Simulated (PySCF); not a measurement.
# C₂H₁₀O₂SSi₂: what the fields show

Input file:

```
{"job": {"kind": "nmr", "xc": "PBE0", "basis": "pcSseg-1"}, "charge": 0, "multiplicity": 1}
C      2.887518     0.551265     0.657603
O      1.660059     0.211783     0.078055
Si     1.376606    -1.119571    -0.830387
S     -0.630685    -0.967568    -1.471365
Si    -1.696936    -0.183170     0.269999
C     -3.365222     0.454419    -0.333579
O     -0.852180     1.042094     0.902042
H      2.768884     1.505958     1.169871
H      3.195765    -0.210816     1.376045
H      3.659889     0.644373    -0.107439
H      1.600360    -2.305805    -0.007563
H      2.199195    -1.121695    -2.029825
H     -1.784663    -1.291306     1.219005
H     -3.926755     0.878632     0.491921
H     -3.245398     1.224540    -1.090168
H     -3.953844    -0.347133    -0.766210
H      0.100407     1.046030     0.761007
```

Command:

```sh
OMP_NUM_THREADS=1 python probes_run.py task.json out
```

Geometry: GFN2-xTB.

Theory: PySCF 2.14.0, PBE0/pcSseg-1, SCF density, gas phase, non-relativistic.

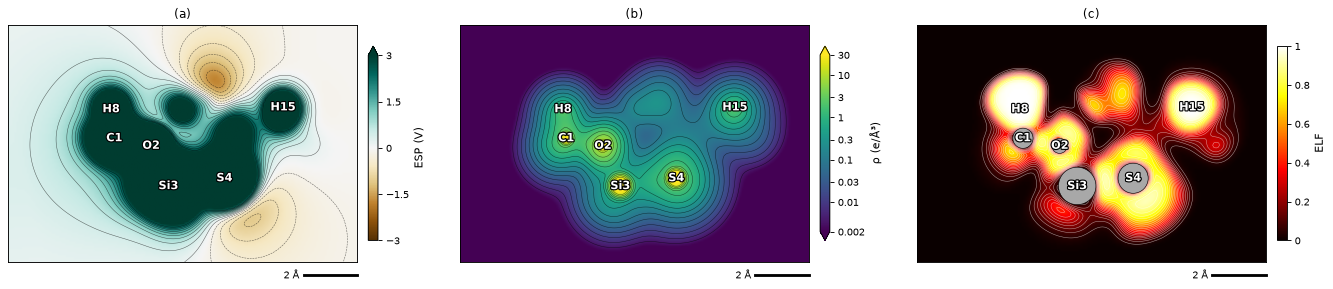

Figure 1. (a) electrostatic potential; (b) electron density; (c) electron localisation function on the plane of atoms O2, C1 and H8. Grey discs cover the atomic cores in the ELF map.

> Describe what can be read from this map.

The section cuts through C, O, Si, S and H sites.
C–O (1.40 Å): the density is about 2 e/Å³ at the midpoint, with its minimum of 1.7 e/Å³ about 0.5 Å from C; the ELF peaks at about 0.90 between the atoms; a polar covalent bond.
Si–O (1.64 Å): ρ is about 1.1 e/Å³ halfway; the ELF peaks at about 0.85 between the atoms: a shared but strongly polarised pair.
Si–S (2.11 Å): ρ is about 0.87 e/Å³ halfway; the ELF peaks at about 0.90 between the atoms: a shared electron pair.
C–H (1.09 Å): the density is about 2.1 e/Å³ at the midpoint; the ELF climbs to about 1 towards the hydrogen, as it does in any bond to H (an ordinary covalent bond to hydrogen).
The ELF also peaks beside S4, away from the bonds: lone-pair regions.
Outside the dense part of the molecule the potential is most negative (−1.8 V) near O7, which lies off the plane.

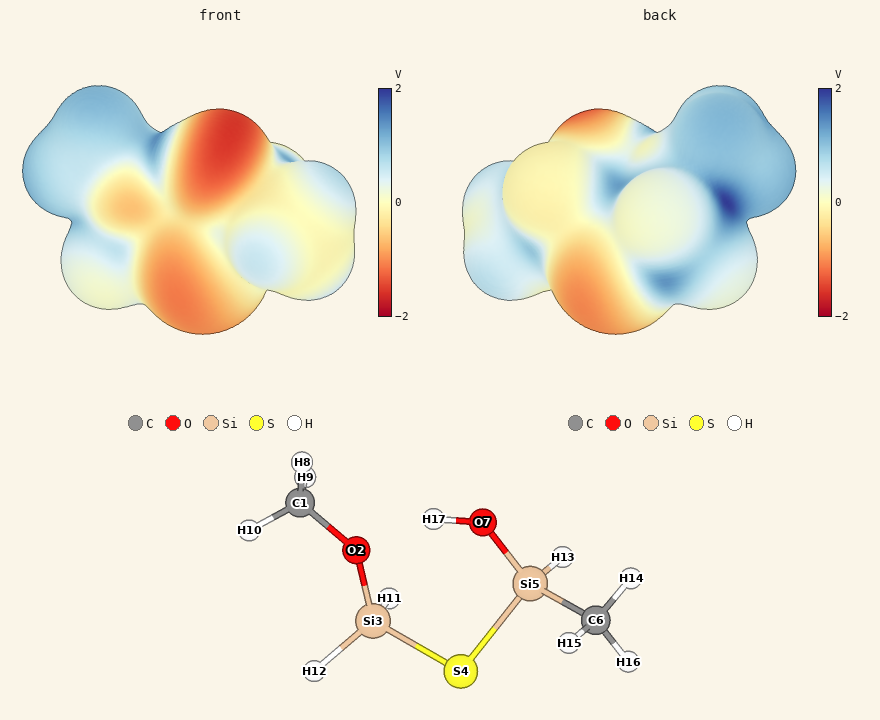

Figure 2. The molecular electrostatic potential painted on the density surface at 0.002 e/bohr³, seen from the front and from behind; red is negative and blue positive. The bare structure is drawn below in the same view.

> Describe the electrostatic potential map.

The most negative region (about −1.5 V) lies over O7, the most positive (about +1.7 V) over Si3. O7 is the likeliest acceptor of a hydrogen bond.

> How polar is the molecule by this calculation?

Its dipole moment is 2.64 D.
